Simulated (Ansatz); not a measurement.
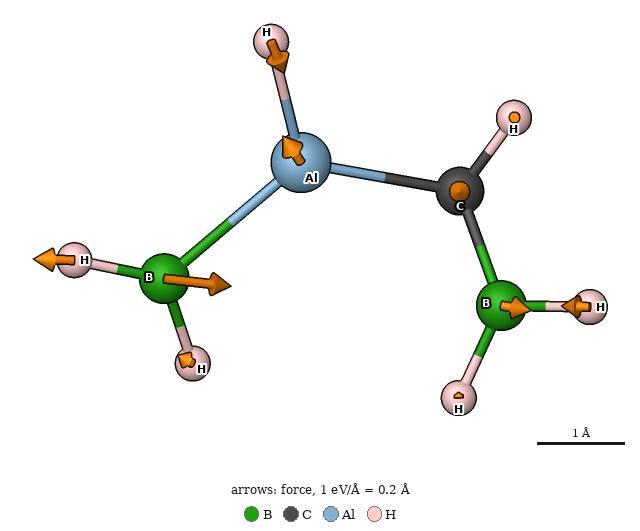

Starting geometry of CH7AlB2 with the computed forces as orange arrows. Style: ball-and-stick. Shown at a tilt.

The run prepares the start of a later molecular dynamics calculation, from a guessed geometry.

All numbers below come from Ansatz, UKS PBE-D4/STO-3G.

Input file:
```yaml
crystal:
  periodic: [false, false, false]
  atoms:
    - { symbol: B, position_ang: [-1.4373, 0.9919, -0.3855] }
    - { symbol: C, position_ang: [-1.0363, 0.0873, 0.7915] }
    - { symbol: Al, position_ang: [0.9038, -0.1979, 0.6946] }
    - { symbol: B, position_ang: [1.8504, -1.0544, -0.9704] }
    - { symbol: H, position_ang: [-1.3257, 0.6917, -1.5363] }
    - { symbol: H, position_ang: [-2.0004, 2.0905, -0.167] }
    - { symbol: H, position_ang: [-1.5265, -0.8835, 0.7111] }
    - { symbol: H, position_ang: [-1.2516, 0.5789, 1.7564] }
    - { symbol: H, position_ang: [1.8659, 0.2564, 1.9754] }
    - { symbol: H, position_ang: [2.9457, -1.2358, -0.9982] }
    - { symbol: H, position_ang: [1.0773, -1.382, -1.851] }
magnetization:
  spin_polarized: true
basis:
  gaussian: { orbitals: STO-3G }
hamiltonian:
  xc: pbe
  dispersion: d4
relax:
  f_tol: 0.02
  max_steps: 40
```

Command:
```bash
ansatz run input.yaml --threads 1 --pin off --max-ram 2048MiB --backend cpu --events-out ev --progress --plain --runs-dir out
```

Q: Is this structure relaxed? If not, where do the atoms go?

A: It isn't relaxed: the largest force vector, on B4, is 4.17 eV/Å. The final displacements have little in common with the starting forces (cosine between the two patterns 0.10). H10 moves most after the best rigid fit: 2.14 Å. By element the largest moves are H 2.14 Å, B 1.38 Å, Al 0.38 Å, C 0.17 Å. Some distances before and after: B4–H5 3.668 → 1.296 Å, B1–B4 3.916 → 1.676 Å, B1–Al3 2.840 → 2.135 Å, B1–H5 1.195 → 1.456 Å. New bonds form: B1–B4 (3.92 → 1.68 Å), B4–H5 (3.67 → 1.30 Å). Bond angles that change, for instance: Al3–B4–H11 113.4° → 66.0°, C2–Al3–B4 123.0° → 86.6°, B1–C2–Al3 107.8° → 75.0°. Groups turn about C2–Al3 by about 25°. Over 33 accepted moves (34 points after the start) the energy falls by 44.9 kcal/mol. Largest force component: 4.1 eV/Å at the start, 0.01 eV/Å at the end. The line search rejected the trial step at point 15 of the run.

Limits of the set-up: STO-3G is a minimal basis, so the numbers are rough.
